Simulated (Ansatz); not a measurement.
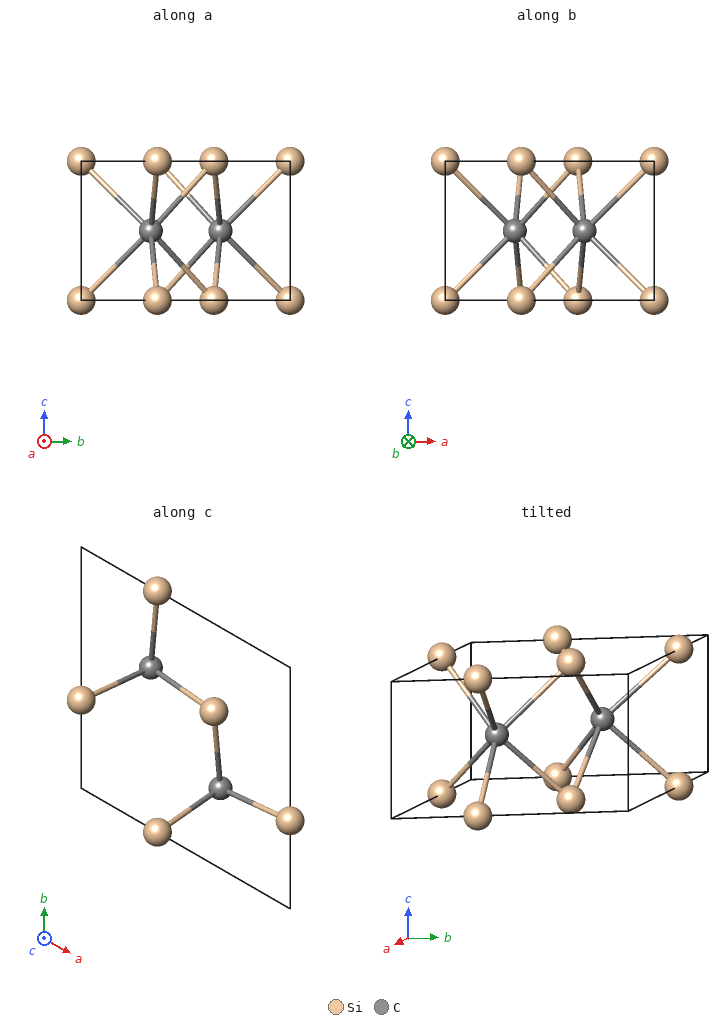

Shown here is a ball-and-stick view of the crystal, taken along the a axis, along the b axis, along the c axis and slightly off an axis. The edges of the conventional unit cell are marked.

Lattice parameters: a = 4.7951 Å, b = 4.7951 Å, c = 2.7658 Å, α = 90.000°, β = 90.000°, γ = 120.000°.

Q: Reconstruct the structure as a CIF with its space group and independent sites, with free fractional coordinates to two decimals.

A:
```cif
data_structure
_symmetry_space_group_name_H-M 'P -6 2 m'
_symmetry_Int_Tables_number 189
_cell_length_a 4.7951
_cell_length_b 4.7951
_cell_length_c 2.7658
_cell_angle_alpha 90.000
_cell_angle_beta 90.000
_cell_angle_gamma 120.000
_cell_volume 55.07
loop_
_atom_site_label
_atom_site_type_symbol
_atom_site_symmetry_multiplicity
_atom_site_Wyckoff_symbol
_atom_site_fract_x
_atom_site_fract_y
_atom_site_fract_z
_atom_site_occupancy
Si1 Si 3 f 0.36 0.00 0.00 1
C1 C 2 d 0.3333 0.6667 0.50 1
```

The model was built from a random cell made by a generator, so it need not be a real form of the compound. Earlier steps of the study may have refined or changed the cell and positions. It was run through Ansatz as a DFT input.
